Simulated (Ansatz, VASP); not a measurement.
**HfCr: VASP beside Ansatz**

One calculation is typed for both programs; each brings its own data sets. How far apart do they land? The cell is invented: As first built, before any earlier steps moved the atoms (in the runner's words): it takes the HfTi structure with some of its atoms replaced by other elements, volume scaled by an estimate. It may not be a known or stable phase. Of the first pair: The cell is a member of a volume series, scaled by 0.94 from a relaxed one, so a pressure remains. Valence electrons are named where the data sets of a main pair hold unlike numbers.

Calculated with Ansatz 0.2.0; plane waves, with VASP 6.6.1 beside it; single point at r2SCAN.

**1. The structure**

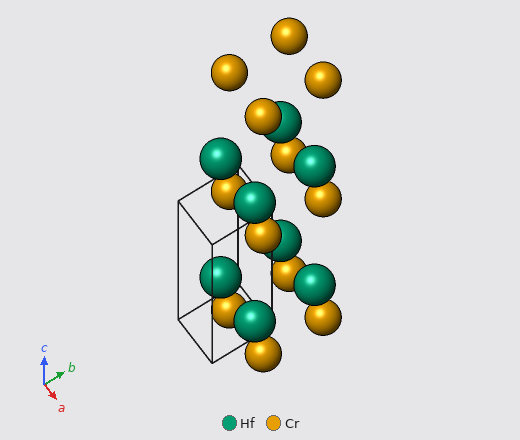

The starting structure, seen from a free direction (hafnium teal, chromium orange). 2×2×2 cells are drawn. Some periodic images of atoms are drawn too.

**2. Ansatz: single point, r2SCAN, volume scaled by 0.94**

Ansatz runs on its default PAW (the set named soft_2) files.

A single point gives forces, pressure and levels at one fixed geometry, so differences don't come from the geometry; what else differs is listed under the comparison.

input.yaml reads:

```yaml
crystal:
  lattice:
    - [3.0486997079, 0.0, 0.0]
    - [-1.524349854, 2.6402523107, 0.0]
    - [0.0, 0.0, 4.3796619746]
  atoms:
    - { symbol: Hf, position: [0.66666667, 0.33333333, 0.5], spin: -0.39 }
    - { symbol: Cr, position: [0.33333333, 0.66666667, 0.0], spin: 3.166 }
hamiltonian:
  xc: r2scan
  pseudopotentials: { kind: paw }
magnetization:
  spin_polarized: true
kpoints:
  mp_grid: { grid: [8, 8, 5] }
scf:
  occupations: { method: gaussian, width: 0.05 }
  n_extra_bands: 7
output:
  forces: true
  stress: true
  eigenvalues: true
  write_density: true
  write_potential: true
  elf: true
  volumetric_format: npy
```

Run with:

```sh
> ansatz run input.yaml --threads 2 --pin off --max-ram 4608MiB --backend cpu --events-out ev --progress --plain --runs-dir out
```

Numbers of over 12 decimals in the logs are rounded to 6 here.

The program printed:

```text
scf.n_extra_bands = 7 over 20 filled bands (N_el = 40.0): the run solves 27 bands
Engine: ansatz 0.2.0, aarch64-unknown-linux-gnu
Pseudopotentials: kind: paw
Pseudopotential: Hf, paw, valence charge 26, recommended cutoff 500 eV (meta_gga), Hf.paw.azcp
Pseudopotential: Cr, paw, valence charge 14, recommended cutoff 500 eV (meta_gga), Cr.paw.azcp
Functional definition: r2SCAN
  parameter k0 = 0.174
  parameter k1 = 0.065
  parameter a1 = 4.9479
  exchange = r2scan_x(k0 = k0, k1 = k1, a1 = a1)
  correlation = r2scan_c
Crystal: 2 atoms, lattice volume = 35.253 Å³
Basis set: ecut = 500 eV, 915 PW (Γ), exchange–correlation on 96×96×128 points (64 copies of the dense FFT grid, shifted against one another)
Bands: 27, of which v1, the nominal top of the filled ones, is band 20 counted from 1 (19 counted from 0)
Symmetry: 12 space group operations
Space group: P-6m2 (ITA 187), of the structure as read, at distance tolerance 3.3e-5 Å
Magnetic group: BNS 187.209 (UNI 1439), of the structure as read, at distance tolerance 3.3e-5 Å
k-points: 30 of 320 (time reversal used)
Non-local potential: Hf, projectors of the file, l = 0: 3, l = 1: 2, l = 2: 2, l = 3: 3
Non-local potential: Cr, projectors of the file, l = 0: 3, l = 1: 2, l = 2: 3, l = 3: 1
PAW form: soft (Blöchl's): semilocal exchange-correlation on the pseudo side does not see the compensation charge
PAW frozen core: Hf, regenerated for the run's functional (the file was generated under x = pbe(κ = 0.804, μ = 0.219515), c = pbe(β = 0.066725))
PAW frozen core: Cr, regenerated for the run's functional (the file was generated under x = pbe(κ = 0.804, μ = 0.219515), c = pbe(β = 0.066725))
PAW one-centre angular grid: Hf, 974 points (default); XC on 160 Gauss nodes
PAW one-centre angular grid: Cr, 590 points (default); XC on 160 Gauss nodes
Initial density: superposition of atomic densities (chi_scale 0.1, normalization cell)
Starting moments: Σ|m| = 3.556 μB on 2 of 2 sites
Initial wavefunctions: pseudopotential atomic-orbital guess
Functional: x = r2scan, c = r2scan; τ floored in thin density (d = 2e-4 eV/Å³)
SCF iter   1: F=—  HF=-19115.366528 eV  |F-HF|=—  |Δ(HF+E_count)|=         —  Δρ=7.85e-2 (↑7.85e-2 ↓4.57e-2)  dr2=6.06e0  dr2_τ=2.99e-2  dr2_m=1.25e-1  M=2.362 μB ∫|m|=3.004 μB  β_m=1.00  ethr=3.10e-3  ⟨swp⟩=4.1  Hψ=5566  notcnv=0
Mixer restart at iter 1: flushing history
preconditioner: auto → Resta (q_TF=auto, 2.786 Å⁻¹)  ε∞=5.4  [insulator: Δε(μ)=0.072 eV  Ē_g=16.389 eV  σ=0.050 eV  W_gap=0.50  n_scr=20 (ndim 8)  ℏωp=34.3 eV  f_vac=0.000  D(μ)=2.75/eV (n_scr^D=34)  ε∞_Penn≈5.4]
spin=Collinear: Resta preconditioning applied to the charge; magnetization (m = ρ↑ − ρ↓) channel mixes plain (no charge-response kernel on spin).
SCF iter   2: F=—  HF=-19114.931056 eV  |F-HF|=—  |Δ(HF+E_count)|=   4.35e-1  Δρ=3.66e-2 (↑1.83e-2 ↓3.66e-2)  dr2=1.16e0  dr2_τ=6.53e-3  dr2_m=5.00e-2  M=2.372 μB ∫|m|=3.162 μB  β_m=1.00  ethr=3.10e-3  ⟨swp⟩=2.6  Hψ=3616  notcnv=0  defer=99  κ⁻¹=1.0e0(r=1)
preconditioner: auto → Kerker (q_TF=auto, 2.786 Å⁻¹)  [metal: Δε(μ)=0.038 eV  Ē_g=15.929 eV  σ=0.050 eV  W_gap=0.41  n_scr=20 (ndim 8)  ℏωp=34.3 eV  f_vac=0.000  D(μ)=1.54/eV (n_scr^D=20)]
spin=Collinear: Kerker preconditioning applied to the charge; magnetization (m = ρ↑ − ρ↓) channel mixes plain (no charge-response kernel on spin).
SCF iter   3: F=—  HF=-19114.857788 eV  |F-HF|=—  |Δ(HF+E_count)|=   7.33e-2  Δρ=1.31e-2 (↑1.29e-2 ↓1.31e-2)  dr2=1.73e-1  dr2_τ=2.68e-3  dr2_m=4.43e-3  M=2.404 μB ∫|m|=3.296 μB  β_m=1.00  ethr=2.90e-3  ⟨swp⟩=2.0  Hψ=2334  notcnv=0  defer=98  κ⁻¹=5.8e-2(r=2)
SCF iter   4: F=—  HF=-19114.856829 eV  |F-HF|=—  |Δ(HF+E_count)|=         —  Δρ=1.28e-2 (↑1.28e-2 ↓9.20e-3)  dr2=8.11e-2  dr2_τ=1.82e-3  dr2_m=1.40e-2  M=2.540 μB ∫|m|=3.453 μB  β_m=1.00  ethr=4.32e-4  ⟨swp⟩=2.0  Hψ=2129  notcnv=0  defer=100
Mixer restart at iter 4: flushing history
SCF iter   5: F=—  HF=-19114.862748 eV  |F-HF|=—  |Δ(HF+E_count)|=   5.92e-3  Δρ=8.60e-3 (↑8.60e-3 ↓6.35e-3)  dr2=5.05e-2  dr2_τ=9.25e-4  dr2_m=3.21e-3  M=2.609 μB ∫|m|=3.521 μB  β_m=1.00  ethr=2.03e-4  ⟨swp⟩=2.0  Hψ=1943  notcnv=0  defer=100  κ⁻¹=1.0e0(r=1)
SCF iter   6: F=—  HF=-19114.876880 eV  |F-HF|=—  |Δ(HF+E_count)|=   1.41e-2  Δρ=3.37e-3 (↑2.89e-3 ↓3.37e-3)  dr2=6.29e-3  dr2_τ=1.46e-4  dr2_m=1.80e-3  M=2.714 μB ∫|m|=3.632 μB  β_m=1.00  ethr=1.26e-4  ⟨swp⟩=2.5  Hψ=3061  notcnv=0  defer=100  κ⁻¹=1.4e-2(r=2)
SCF iter   7: F=—  HF=-19114.882742 eV  |F-HF|=—  |Δ(HF+E_count)|=   5.86e-3  Δρ=1.70e-3 (↑1.70e-3 ↓1.63e-3)  dr2=1.24e-3  dr2_τ=3.05e-5  dr2_m=6.28e-4  M=2.712 μB ∫|m|=3.624 μB  β_m=1.00  ethr=1.57e-5  ⟨swp⟩=2.0  Hψ=3136  notcnv=0  defer=100  κ⁻¹=6.2e-3(r=3)
SCF iter   8: F=—  HF=-19114.882955 eV  |F-HF|=—  |Δ(HF+E_count)|=   2.13e-4  Δρ=7.86e-4 (↑7.15e-4 ↓7.86e-4)  dr2=3.81e-4  dr2_τ=1.45e-5  dr2_m=8.95e-6  M=2.723 μB ∫|m|=3.637 μB  β_m=1.00  ethr=3.09e-6  ⟨swp⟩=2.5  Hψ=2495  notcnv=0  defer=100  κ⁻¹=2.5e-3(r=4)
SCF iter   9: F=—  HF=-19114.883357 eV  |F-HF|=—  |Δ(HF+E_count)|=   4.02e-4  Δρ=4.18e-4 (↑3.74e-4 ↓4.18e-4)  dr2=1.20e-4  dr2_τ=2.29e-6  dr2_m=1.65e-5  M=2.716 μB ∫|m|=3.628 μB  β_m=1.00  ethr=9.52e-7  ⟨swp⟩=2.0  Hψ=3071  notcnv=0  defer=100  κ⁻¹=3.0e-4(r=5)
SCF iter  10: F=—  HF=-19114.883497 eV  |F-HF|=—  |Δ(HF+E_count)|=   1.40e-4  Δρ=4.81e-4 (↑4.81e-4 ↓2.73e-4)  dr2=1.44e-4  dr2_τ=1.71e-6  dr2_m=2.34e-5  M=2.719 μB ∫|m|=3.632 μB  β_m=1.00  ethr=3.01e-7  ⟨swp⟩=2.0  Hψ=2808  notcnv=0  defer=100  κ⁻¹=1.2e-4(r=6)
SCF iter  11: F=—  HF=-19114.883533 eV  |F-HF|=—  |Δ(HF+E_count)|=   3.56e-5  Δρ=5.84e-4 (↑5.84e-4 ↓3.26e-4)  dr2=9.42e-5  dr2_τ=2.58e-6  dr2_m=5.65e-5  M=2.722 μB ∫|m|=3.637 μB  β_m=1.00  ethr=3.01e-7  ⟨swp⟩=2.0  Hψ=1872  notcnv=0  defer=100  κ⁻¹=5.4e-5(r=7)
SCF iter  12: F=—  HF=-19114.883579 eV  |F-HF|=—  |Δ(HF+E_count)|=   4.55e-5  Δρ=1.64e-4 (↑8.83e-5 ↓1.64e-4)  dr2=9.01e-6  dr2_τ=2.72e-7  dr2_m=3.11e-6  M=2.724 μB ∫|m|=3.638 μB  β_m=1.00  ethr=2.35e-7  ⟨swp⟩=2.0  Hψ=2816  notcnv=0  defer=100  κ⁻¹=6.2e-6(r=8)
SCF iter  13: F=—  HF=-19114.883587 eV  |F-HF|=—  |Δ(HF+E_count)|=   8.31e-6  Δρ=9.36e-5 (↑6.61e-5 ↓9.36e-5)  dr2=2.60e-6  dr2_τ=1.02e-7  dr2_m=1.38e-6  M=2.723 μB ∫|m|=3.636 μB  β_m=1.00  ethr=2.25e-8  ⟨swp⟩=2.0  Hψ=1894  notcnv=0  defer=100  κ⁻¹=5.6e-6(r=8)
SCF iter  14: F=—  HF=-19114.883593 eV  |F-HF|=—  |Δ(HF+E_count)|=   6.52e-6  Δρ=3.71e-5 (↑3.71e-5 ↓1.46e-5)  dr2=8.58e-7  dr2_τ=1.03e-8  dr2_m=1.03e-7  M=2.721 μB ∫|m|=3.634 μB  β_m=1.00  ethr=6.49e-9  ⟨swp⟩=2.0  Hψ=2821  notcnv=0  defer=100  κ⁻¹=5.5e-6(r=8)
SCF iter  15: F=—  HF=-19114.883594 eV  |F-HF|=—  |Δ(HF+E_count)|=   6.76e-7  Δρ=1.04e-5 (↑1.04e-5 ↓9.08e-6)  dr2=4.88e-8  dr2_τ=1.37e-9  dr2_m=8.48e-9  M=2.721 μB ∫|m|=3.634 μB  β_m=1.00  ethr=2.15e-9  ⟨swp⟩=2.0  Hψ=2627  notcnv=0  defer=100  κ⁻¹=8.7e-6(r=8)
SCF iter  16: F=—  HF=-19114.883594 eV  |F-HF|=—  |Δ(HF+E_count)|=   2.29e-7  Δρ=7.46e-6 (↑7.46e-6 ↓6.99e-6)  dr2=4.60e-8  dr2_τ=7.14e-10  dr2_m=1.60e-9  M=2.721 μB ∫|m|=3.634 μB  β_m=1.00  ethr=1.22e-10  ⟨swp⟩=2.0  Hψ=2821  notcnv=0  defer=100  κ⁻¹=1.2e-5(r=8)
SCF iter  17: F=-19114.883594 eV  HF=-19114.883594 eV  |F-HF|=5.96e-8  |Δ(HF+E_count)|=   2.86e-8  Δρ=1.26e-5 (↑1.26e-5 ↓3.26e-6)  dr2=8.96e-8  dr2_τ=9.57e-10  dr2_m=1.13e-8  M=2.721 μB ∫|m|=3.634 μB  ethr=1.15e-10  ⟨swp⟩=10.2  Hψ=10560  notcnv=0
SCF 1 converged in 17 iterations: F = -19114.883594 eV  dr2 = 8.96e-8
  greatest PAW one-centre occupation: 1.000 electrons in one spin orbital (limit 2), on the Cr atom at site 1 (counted from 0), in its partial waves of l = 0
this state was not tested for a lower state beside it, because the mixer in use, unlike msr1, does not test its closes by its own steps (another_mixer; see scf.mixing.algorithm and scf.lower_state_search)
SCF converged after 17 iterations
Magnetization: 2.7214 μB (21.3607 up, 18.6393 down)
Absolute magnetization: 3.6396 μB (∫|ρ↑−ρ↓|, with the PAW one-centre terms)
Spin contamination: 0.4136 ħ² per cell (⟨S²⟩ above its minimum at these occupations)
Per-site moments (μB) at R_I (Å): [(-0.229238, 1.158938), (2.975819, 1.158938)]
Free energy (F): -19114.883594 eV
Harris-Foulkes:  -19114.883594 eV  (|F-HF|=5.96e-8)
Internal energy: -19114.880991 eV  (E = F + TS)
E sigma→0 (E₀):  -19114.882293 eV
Entropy (-TS):   -0.002603 eV (-1.301 meV/atom)
Fermi energy:    18.719800 eV
--- Per-component energies (eV) ---
  E_band       = -160.408034
  E_kinetic    = 771.069958
  E_local      = -6521.748987  (includes V_loc(G=0)·N_el)
  E_nonlocal   = -1164.389107
  E_hartree    = 3028.264890
  E_xc         = -421.159333
  E_vxc        = -493.961465  (∫ρ·V_xc dr)
  E_paw        = -8159.911208  (= ΣΔE_a)
  E_vpaw       = 1164.715308  (= ΣTr[D̂ρ^β])
  E_aug_tail   = 0.000219  (compensation charges beyond the density's cutoff)
  E_vtau       = 27.371347  (kinetic-family band-sum trace: ∫τ·v_τ [+ j·A + Jᵃ·Aᵃ] dr)
  E_ewald      = -6647.056619
  E_core_change = 0.049194  (= ΣΔE_core)
  E_smearing   = -0.002603  (= −TS)
  E_closure    = 0.000000  (closes the sum)
  Σ components = -19114.883594   (vs F -19114.883594, Δ=0.00e0)
--- Forces (eV/Å), atoms counted from 1 ---
  atom   1  Hf     0.00000000     0.00000000     0.00000000
  atom   2  Cr    -0.00000000    -0.00000000     0.00000000
  max |Σ_I F_I| component: 1.67e-16 eV/Å
--- Stress (GPa, compression-positive) ---
        7.209311       0.000000       0.000000
        0.000000       7.209311       0.000000
        0.000000       0.000000       7.384245
  P = ⅓ Tr σ = 7.2676 GPa (72.676 kbar)
--- Band table (eV; the first three rows and the last of 60) ---
  k-point 0 ↑: bands = [... 16 lower, 14.8930, 17.3473, 17.3473, 17.5440, 17.5440, 19.3557, 20.3384, 20.8462, ... 3 higher]
  k-point 1 ↑: bands = [... 16 lower, 14.8577, 17.2177, 17.2177, 17.5512, 17.5512, 18.4071, 20.3043, 21.0450, ... 3 higher]
  k-point 2 ↑: bands = [... 16 lower, 14.2194, 17.1612, 17.1612, 17.3642, 17.3965, 17.3965, 20.0033, 21.4539, ... 3 higher]
  k-point 29 ↓: bands = [... 16 lower, 16.9616, 17.9814, 18.2592, 18.7629, 19.4274, 21.4027, 22.0817, 22.5879, ... 3 higher]
```

It took 14 s on 2 threads of Arm Neoverse V2, shared host; peak memory 0.46 GiB; 27 s of CPU time.

The run ends at a pressure of 7.27 GPa.

[end of part 1 of 3]

[Lines on the potential files, build, host, timing and source positions are cut from VASP's logs without a mark.]

[Logs are printed without paths, hosts, clocks, repeated set-up lines and the standing remarks that a program may print on its own settings, such as how far it seeks lower states.]

[Hosts, paths, dates, database ids (printed as entryN), source tags and the programs' standing remarks are cut or masked in the printed files.]
